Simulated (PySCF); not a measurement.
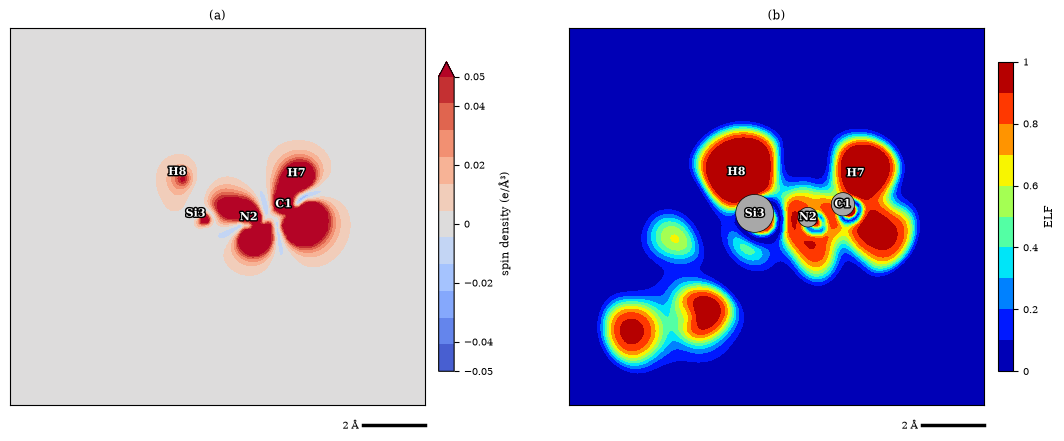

C₂H₈NSSi₂ (doublet). (a) spin density; (b) ELF on the plane of atoms C1, N2 and Si3. Grey discs cover the atomic cores in the ELF map.

Geometry: GFN2-xTB.

Level of theory: UKS B3LYP, pcH-1 on C H N S Si, non-relativistic, mean-field spin-orbit, GIAO (PySCF 2.14.0, density-fitted response routines).

```xyz
14

C    -3.2439   -1.0422   -0.8096
N    -2.2550   -0.5263   -0.3412
Si   -1.2421    0.7898    0.1341
C     0.2862    0.5563   -0.9714
S     1.6800    1.5880   -0.3802
Si    2.5868    0.3090    1.0693
H    -4.1355   -0.6282   -1.2601
H    -1.7539    2.1523   -0.0401
H    -0.9726    0.4807    1.5361
H     0.1023    0.8934   -1.9895
H     0.6245   -0.4762   -1.0159
H     1.6666    0.1038    2.1827
H     2.8759   -0.9614    0.4127
H     3.7802    1.0406    1.4509
```

Question: What does the map show?

Answer: Atoms in the plane: C, N, Si and H.
C–N (1.21 Å): the ELF peaks at about 0.85 between the atoms (a multiple bond).
Si–N (1.73 Å): the ELF is about 0.10 at the midpoint.
C–H (1.08 Å): the ELF climbs to about 1 towards the hydrogen, as it does in any bond to H (an ordinary covalent bond to hydrogen).
Si–H (1.47 Å): the ELF peaks at about 1 between the atoms (a covalent bond by its length).
The ELF also peaks beside N2, away from the bonds: non-bonding electrons, paired or unpaired.
The unpaired spin (1 electron) lies mostly on C1 (about 0.6), N2 (about 0.2) and H7 (about 0.1), in electrons by Hirshfeld's partition.
